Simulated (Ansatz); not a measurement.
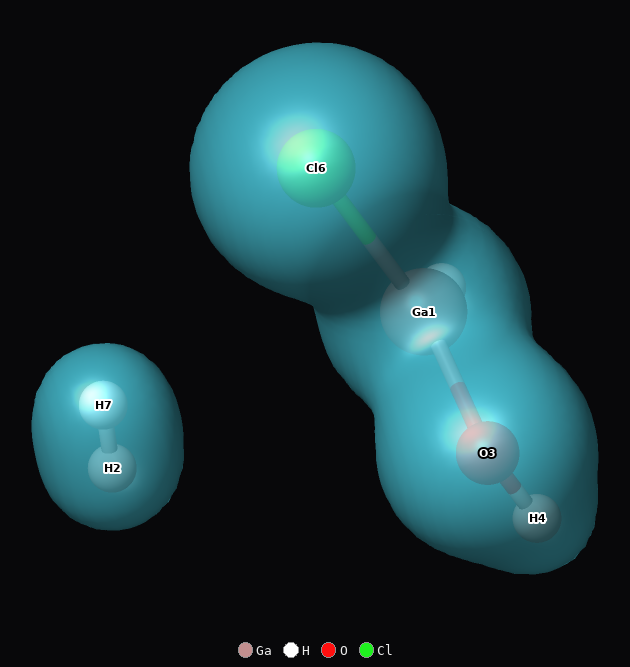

The picture shows: ClGaH2O···H2. Isosurface of the electron density at 0.2 e/Å³ (cyan), seen across its widest extent.

Level of theory: RKS PBE/def2-mTZVP (Ansatz).

```yaml
atoms:
  - { symbol: Ga, position_ang: [0.0415, 0.6330, -0.6144] }
  - { symbol: H, position_ang: [0.0104, -0.2624, 2.7369] }
  - { symbol: O, position_ang: [1.6950, -0.0317, -0.8665] }
  - { symbol: H, position_ang: [1.6821, -0.9574, -1.1749] }
  - { symbol: H, position_ang: [-1.3131, -0.1105, -0.8521] }
  - { symbol: Cl, position_ang: [0.0990, 2.6847, 0.0539] }
  - { symbol: H, position_ang: [-0.0140, 0.4851, 2.6662] }
```

How is the density connected at this value?

Answer. At this value the surface falls into two separate pieces. It bridges the sampled Ga–O (1.80 Å), Ga–Cl (2.16 Å) and H–H (0.75 Å) contacts, where the density stays above the isovalue. It is pinched off along the sampled Ga···H (3.28 Å) contacts. On the grid the lowest density along these lines, outside the cores, is 0.02 e/Å³ (Ga···H, 3.28 Å), 0.87 e/Å³ (Ga–O, 1.80 Å), 0.64 e/Å³ (Ga–Cl, 2.16 Å) and 1.6 e/Å³ (H–H, 0.75 Å).
